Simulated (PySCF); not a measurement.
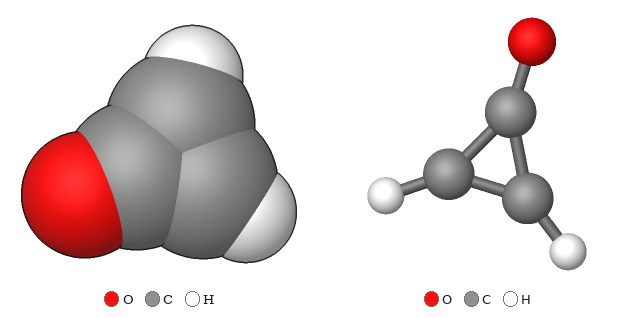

The same structure drawn twice, from different directions.

**Which formula does it have?**

C3H2O, 6 atoms: 3 carbon, 2 hydrogen and 1 oxygen.

**Give the symmetry (Schoenflies symbol).**

C2v.

**Write the SMILES.**

O=c1cc1

**How many sets of symmetry-equivalent atoms are there?**

4: 1 O, 1 C, 2 C, 2 H.

The parts below concern this one geometry. Atoms keep their numbers from picture to picture. Computed geometry: PBE0-D3(BJ)/def2-TZVP optimisation. No frequency run is at hand to confirm it as a minimum.

**Geometry**

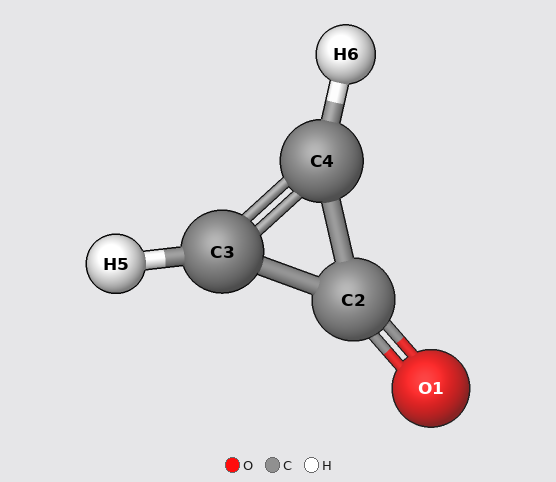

Numbered structure. No frequency run is at hand to confirm it as a minimum.

**What is the dihedral angle O1–C2–C3–C4?**

180° in size, that is anti.

**NMR shielding**

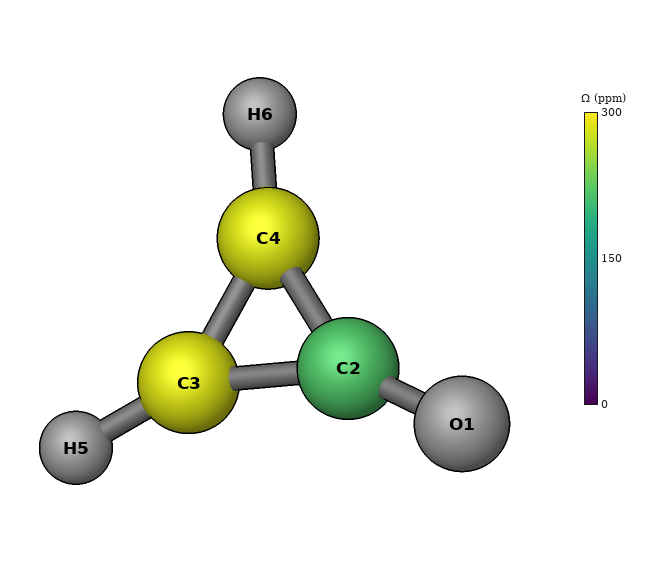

The C atoms are coloured by the span of their shielding tensor. No frequency run is at hand to confirm it as a minimum. Method: GIAO PBE0/pcSseg-2 NMR shielding, non-relativistic, gas phase (PySCF 2.14.0). Principal shieldings σ11 ≤ σ22 ≤ σ33, span Ω = σ33 − σ11, skew κ = 3(σiso − σ22)/Ω.

**Which C atom has the most anisotropic shielding?**

C3, C4, with a span of 284 ppm.

Give the shielding tensors of the C atoms.

```csv
atom,σ11,σ22,σ33,σiso,Ω,κ
C2,−90.0,55.6,129.0,31.5,219.0,−0.33
"C3, C4",−89.9,−62.7,193.7,13.7,283.6,0.81
```

Shieldings and span in ppm.

**Charges**

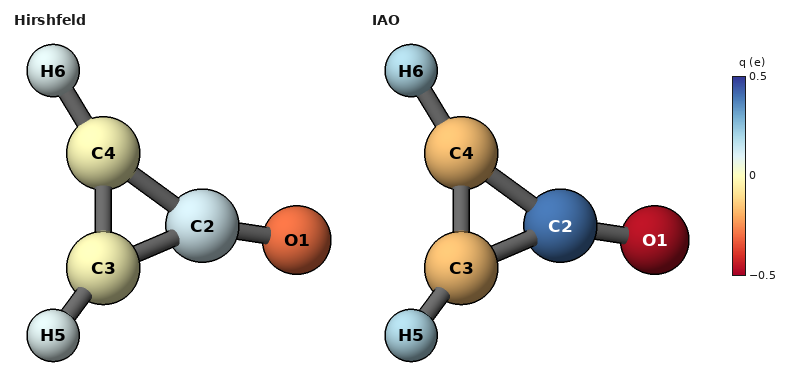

Atomic charges of one calculation by 2 schemes, on one colour scale. No frequency run is at hand to confirm it as a minimum. Level of theory: PBE0/pcSseg-2 (PySCF 2.14.0).

**Which scheme gives the most polar picture (largest mean size of the charges)?**

The IAO charges are the largest in size here.

**On which atom do the schemes disagree most?**

On C2 (from 0.12 to 0.39 e).

List the charges (e), one line for each set of equivalent atoms.

```csv
atom,Hirshfeld,IAO
O1,−0.29,−0.45
C2,0.12,0.39
"C3, C4",−0.01,−0.15
"H5, H6",0.09,0.18
```

**Ring current**

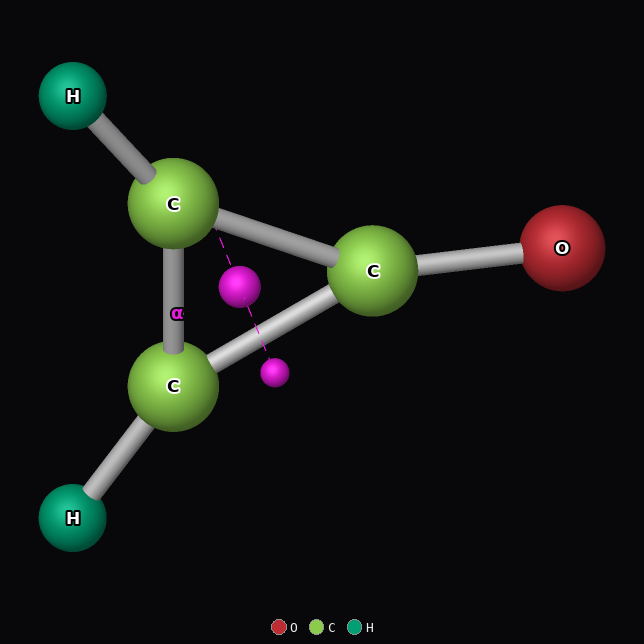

The small points mark where nucleus-independent chemical shifts (NICS) were computed: at the centre of each lettered ring and 1 Å above and below it. No frequency run is at hand to confirm it as a minimum. Properties computed with GIAO PBE0/pcSseg-2 NMR shielding, non-relativistic, gas phase (PySCF 2.14.0).

Give NICS(0), NICS(1) and the out-of-plane component NICS(1)zz for each ring (means of the two sides).

```json
{"ring": "α", "members": "C3", "NICS(0)": "−16.8", "NICS(1)": "−9.5", "NICS(1)zz": "−14.3"}
```

Values in ppm.

**Levels of theory compared**

No frequency run is at hand to confirm it as a minimum. Program: PySCF 2.14.0.

Tabulate HOMO energy (eV), HOMO–LUMO gap (eV) at these levels: CAM-B3LYP/aug-cc-pVTZ; PBE0/aug-cc-pVTZ; PBE0/pcSseg-2; ωB97X-D/aug-cc-pVTZ.

| level | HOMO energy (eV) | HOMO–LUMO gap (eV) |
| --- | --- | --- |
| CAM-B3LYP/aug-cc-pVTZ | −8.46 | 8.31 |
| PBE0/aug-cc-pVTZ | −7.05 | 5.78 |
| PBE0/pcSseg-2 | −7.05 | 5.80 |
| ωB97X-D/aug-cc-pVTZ | −8.90 | 9.50 |
